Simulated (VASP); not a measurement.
Band structure of CaS (rock salt). Method: PBE GGA, VASP's PBE PAW potentials (set 64) (plane waves; VASP 6.6.1).

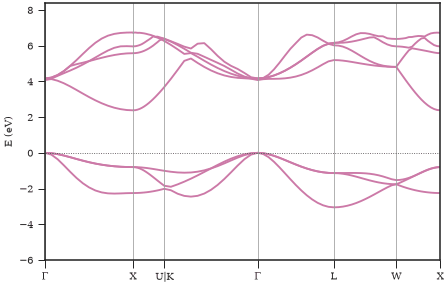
Bands along high-symmetry lines, zero at the valence-band maximum or, without a gap, the Fermi level

Task: Read the plot: is there a gap, and where are the band edges?

Result: The gap is indirect, 2.38 eV, from the valence maximum at Γ to the conduction minimum at X. (Edges off the drawn lines would not show.)

Measured: gap 4.43 eV (computed value off by -2.05 eV), as given by David Waroquiers et al., Physical Review B (2013), arXiv:1302.6756.

The compound is CaS in the rock salt structure. It was relaxed first.
